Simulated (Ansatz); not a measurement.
# Si (diamond structure), cut as [110] wire, round, centred on channel, 0.73 nm across, F-ended

All values below come from PBE (plane waves to 420 eV, PAW; Ansatz, an electronic-structure program).

k-points: Γ-centred 1×1×7 mesh; occupations: Fermi-Dirac, 0.020 eV; spin polarisation not allowed. Scalar-relativistic, no spin-orbit coupling.

 The relaxation kept the symmetry of its start, so a lower minimum of less symmetry isn't excluded. The period along the axis is held at the bulk value.

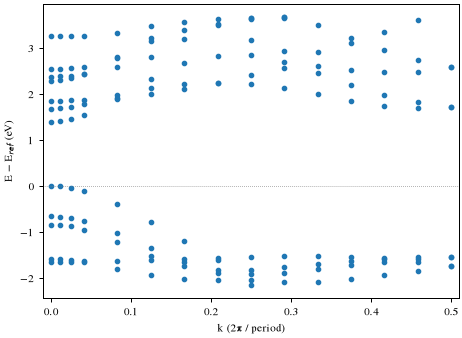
*Levels along the axis at 15 k-points, drawn as points, zero at the top of the valence band*

Electronic character: not metallic; Kohn-Sham band gap: 1.40 eV. Only levels within the plotted window are shown.
